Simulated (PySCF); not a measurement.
## Electronic structure of CH₉O₃Si₃ (doublet) in real space

| atom | x (Å) | y (Å) | z (Å) |
| --- | --- | --- | --- |
| C | -0.1491 | 0.2414 | -0.6962 |
| O | 0.5954 | 1.2201 | -0.1252 |
| Si | -0.0477 | 2.3987 | 0.9135 |
| O | -1.3597 | 0.0793 | -0.1075 |
| Si | -2.1351 | -1.4247 | 0.0300 |
| O | 0.5287 | -0.9234 | -0.8497 |
| Si | 2.2197 | -1.0393 | -0.7572 |
| H | -0.4980 | 1.8041 | 2.2031 |
| H | -1.1689 | 3.1185 | 0.2498 |
| H | 1.0987 | 3.3155 | 1.1500 |
| H | -3.4669 | -1.0782 | 0.5930 |
| H | -2.2789 | -2.0579 | -1.3095 |
| H | -1.4093 | -2.3316 | 0.9628 |
| H | 2.7120 | -0.7759 | 0.6240 |
| H | 2.4916 | -2.4521 | -1.1325 |
| H | 2.8565 | -0.1059 | -1.7263 |

Geometry: PBE0-D3(BJ)/def2-SVP.

These are results of UKS B3LYP, IGLO-III on C O Si, pcH-1 on H, non-relativistic, mean-field spin-orbit, GIAO (PySCF), not measurements.

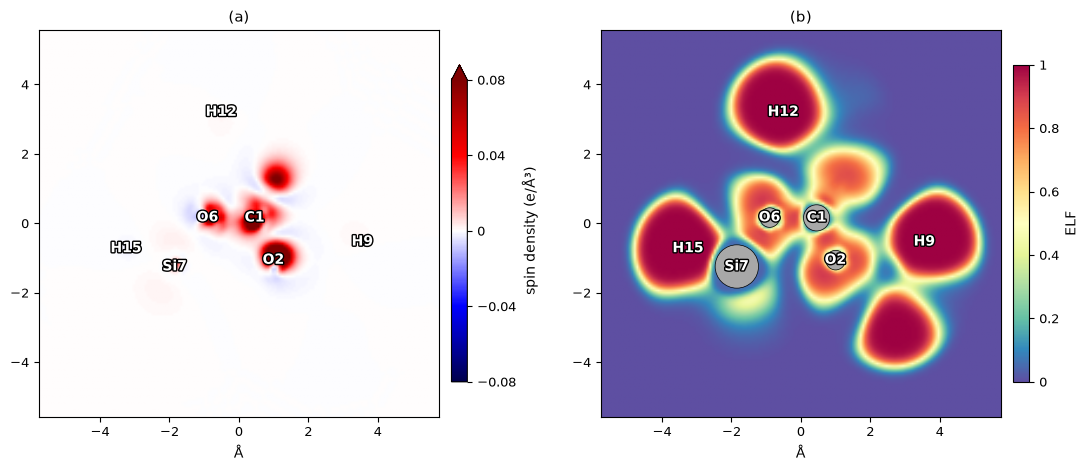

Figure 1. (a) spin density (α minus β); (b) ELF on the plane of atoms O6, Si7 and H15. Grey discs cover the atomic cores in the ELF map.

Question: Interpret the plot.

Answer: Atoms in the plane: C, O, Si and H. C–O (1.36 Å): the ELF peaks at about 0.90 between the atoms (a polar covalent bond). Si–O (1.70 Å): the ELF peaks at about 0.90 between the atoms (a shared but strongly polarised pair). Si–H (1.49 Å): the ELF climbs to about 1 towards the hydrogen, as it does in any bond to H. The ELF also peaks beside O2, O6 and O4, away from the bonds: non-bonding electrons, paired or unpaired. The unpaired spin (1 electron) lies mostly on C1 (about 0.6), O2 (about 0.1), O4 (about 0.1) and O6 (about 0.1), in electrons by Hirshfeld's partition.

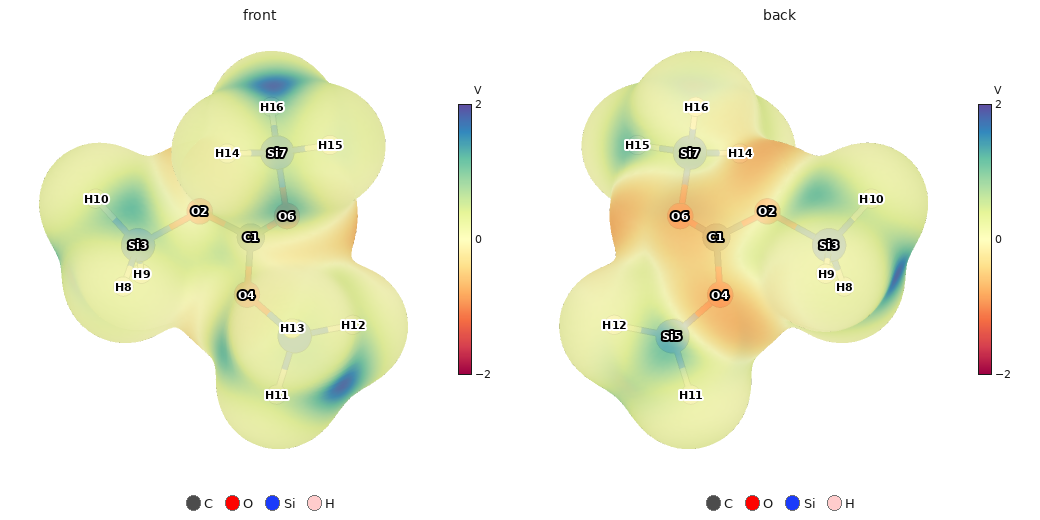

Figure 2. The molecular electrostatic potential painted on the density surface at 0.002 e/bohr³, seen from the front and from behind; red is negative and blue positive.

Question: Where is the surface potential most negative and most positive?

Answer: The most negative region (about −0.7 V, or −16 kcal/mol for a unit charge) lies over O2, O4 and O6, the most positive (about +1.7 V, or +39 kcal/mol for a unit charge) over Si3, Si5 and Si7.
